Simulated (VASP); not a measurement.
Band structure of Te$_{2}$Pt (space group P-3m1). Level of theory: PBE GGA, VASP's PBE PAW potentials (set 64) (plane waves; VASP).

Unless said otherwise, spin-orbit coupling is left out, though it shifts the bands of the heavy elements here.

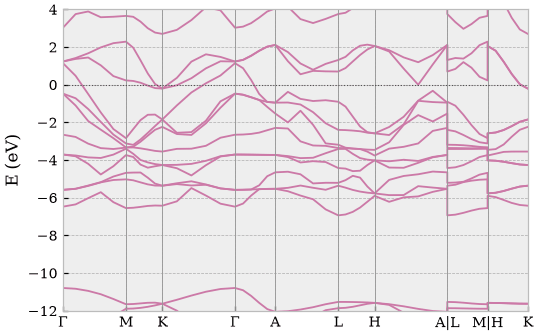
Figure: Bands along high-symmetry lines, zero at the valence-band maximum or, without a gap, the Fermi level

Question: Read the plot: is there a gap, and where are the band edges?

Answer: It has no gap at this level: it comes out as a metal or semimetal.

The structure comes from a computed database's Te2Pt entry; how it stands against other phases isn't given here. The cell was not relaxed at this level.
